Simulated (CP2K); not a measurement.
# C2H7BFN (SMILES CCB(N)F): a first try and a second

Aim: the energy of C2H7BFN at GFN2-xTB.

Program for the calculation: CP2K 2026.2.

3 further runs of the same task are left out: 3 set aside as unsound or not needed.

## (1) The system as given

C2H7BFN has 12 atoms, charge 0, and is taken as a singlet. SMILES: `CCB(N)F`. The shape is that of a GFN2-xTB optimisation. This is one conformer, not always the lowest.

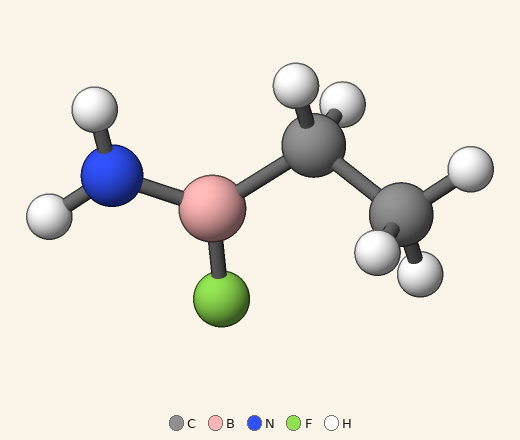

The structure, seen from a chosen angle (carbon grey, boron pink, nitrogen blue, fluorine green, hydrogen white).

## (2) First attempt

molecule.xyz

```xyz
12

C     -1.683420     0.171040    -0.287390
C     -0.329850    -0.542030    -0.373320
B      0.897230     0.390210     0.028590
N      1.973890    -0.032370     0.793580
F      0.932400     1.663230    -0.395620
H     -1.674170     1.068790    -0.900130
H     -1.894360     0.463270     0.738910
H     -2.486480    -0.477500    -0.632490
H     -0.189240    -0.879340    -1.404050
H     -0.358500    -1.441790     0.243910
H      2.744030     0.574600     1.018830
H      2.068480    -0.958120     1.169180
```

run.inp

```
&GLOBAL
  PROJECT run
  RUN_TYPE ENERGY
  PRINT_LEVEL MEDIUM
&END GLOBAL

&FORCE_EVAL
  METHOD QUICKSTEP
  &DFT
    # Quickstep
    &QS
      METHOD XTB
      EPS_DEFAULT 1.0E-10
      &XTB
        GFN_TYPE TBLITE
        &TBLITE
          METHOD GFN2
        &END TBLITE
        CHECK_ATOMIC_CHARGES F
      &END XTB
    &END QS
    &POISSON
      PERIODIC NONE
      POISSON_SOLVER ANALYTIC
    &END POISSON
    &SCF
      SCF_GUESS ATOMIC
      EPS_SCF 1.0E-07
      MAX_SCF 150
      ADDED_MOS 2
      &DIAGONALIZATION
        ALGORITHM STANDARD
      &END DIAGONALIZATION
      &MIXING
        METHOD DIRECT_P_MIXING
        ALPHA 0.4
      &END MIXING
      &SMEAR ON
        METHOD FERMI_DIRAC
        ELECTRONIC_TEMPERATURE [K] 300
      &END SMEAR
    &END SCF
    # extra output
    &PRINT
      &MOMENTS
        PERIODIC F
        REFERENCE COM
        MAX_MOMENT 1
      &END MOMENTS
      &MO ON
        ENERGIES T
        OCCUPATION_NUMBERS T
        NDIGITS 6
        &EACH
          QS_SCF 0
        &END EACH
        ADD_LAST NUMERIC
      &END MO
      &HIRSHFELD OFF
      &END HIRSHFELD
    &END PRINT
  &END DFT
  &SUBSYS
    # vacuum box
    &CELL
      ABC [Ang] 13.2 11.1 10.6
      PERIODIC NONE
    &END CELL
    &TOPOLOGY
      COORD_FILE_NAME molecule.xyz
      COORD_FILE_FORMAT XYZ
      &CENTER_COORDINATES
      &END CENTER_COORDINATES
    &END TOPOLOGY
  &END SUBSYS
&END FORCE_EVAL
```

Started as:

```console
OMP_NUM_THREADS=1 cp2k.psmp run.inp > run.out
```

Log:

```text
*******************************************************************************
 *   ___                                                                       *
 *  /   \                                                                      *
 * [ABORT]                                                                     *
 *  \___/                            Unknown unit: Ang                         *
 *    |                                                                        *
 *  O/|                                                                        *
 * /| |                                                                        *
 * / \                                                   common/cp_units.F:384 *
 *******************************************************************************

 ===== Routine Calling Stack =====

            6 val_create_parsing
            5 section_vals_parse
            4 section_vals_parse
            3 section_vals_parse
            2 section_vals_parse
            1 read_input

Program received signal SIGABRT: Process abort signal.
```

Wall time 0.34 s (1 thread of Arm Neoverse N1, shared host); peak memory 0.13 GiB.

## (3) What went wrong

The program refused the input.

The log says `\___/                            Unknown unit: Ang`. What is wrong: the input holds a word that the program doesn't know.

## (4) Try two

molecule.xyz is that of step 2.

molecule.inp

```
&GLOBAL
 PROJECT_NAME molecule
 RUN_TYPE ENERGY
 PRINT_LEVEL MEDIUM
&END

&FORCE_EVAL
 METHOD QUICKSTEP
 &DFT
  # Quickstep
  &QS
   METHOD XTB
   EPS_DEFAULT 1.0E-10
   &XTB
    GFN_TYPE TBLITE
    &TBLITE
     METHOD GFN2
    &END
    CHECK_ATOMIC_CHARGES F
   &END
  &END
  &POISSON
   PERIODIC NONE
   POISSON_SOLVER ANALYTIC
  &END
  # self-consistent field
  &SCF
   SCF_GUESS ATOMIC
   EPS_SCF 1.0E-07
   MAX_SCF 150
   ADDED_MOS 2
   &DIAGONALIZATION
    ALGORITHM STANDARD
   &END
   &MIXING
    METHOD DIRECT_P_MIXING
    ALPHA 0.4
   &END
   &SMEAR ON
    METHOD FERMI_DIRAC
    ELECTRONIC_TEMPERATURE [K] 300
   &END
  &END
  &PRINT
   &MOMENTS
    PERIODIC F
    REFERENCE COM
    MAX_MOMENT 1
   &END
   &MO ON
    ENERGIES T
    OCCUPATION_NUMBERS T
    NDIGITS 6
    &EACH
     QS_SCF 0
    &END
    ADD_LAST NUMERIC
   &END
   &HIRSHFELD OFF
   &END
  &END
 &END
 &SUBSYS
  # vacuum box
  &CELL
   ABC 13.2 11.1 10.6
   PERIODIC NONE
  &END
  &TOPOLOGY
   COORD_FILE_NAME molecule.xyz
   COORD_FILE_FORMAT XYZ
   &CENTER_COORDINATES
   &END
  &END
 &END
&END
```

Started as:

```console
OMP_NUM_THREADS=1 cp2k.psmp -i molecule.inp > molecule.out 2>&1
```

Log:

```text
CP2K| version string:                                       CP2K version 2026.2
[...]
 GLOBAL| Method name                                                        CP2K
[...]
 GLOBAL| Run type                                                         ENERGY
[...]
                             - Atoms:                                         12
[...]
                             - Spherical basis functions:                     27
[...]
 Number of electrons:                                                         30
[...]
  *** SCF run converged in    17 steps ***
[...]
  Fermi energy:                                                -0.19883046485012
[...]
 TB_DIPOLE| Moment [Debye]          1.02918244      -1.81464235       1.12866901
 TB_DIPOLE| Derivative [a.u.]       0.00000000       0.00000000       0.00000000
[...]
 ENERGY| Total FORCE_EVAL ( QS ) energy [hartree]            -16.812146445715630
[...]
```

Run time: 0.48 s. Hardware: 1 thread of Arm Neoverse N1, shared host; peak memory 0.14 GiB.

## (5) Outcome

At GFN2-xTB:

| quantity | value |
| --- | --- |
| total energy | -16.81215 Eh |
| dipole moment (from atomic charges alone) | 2.37 D |
| HOMO energy | -10.95 eV |
| LUMO energy | -4.51 eV |
| HOMO–LUMO gap | 6.44 eV |

**Reading.** The dipole comes from point charges on the atoms alone, without atomic dipoles, so it is partial.
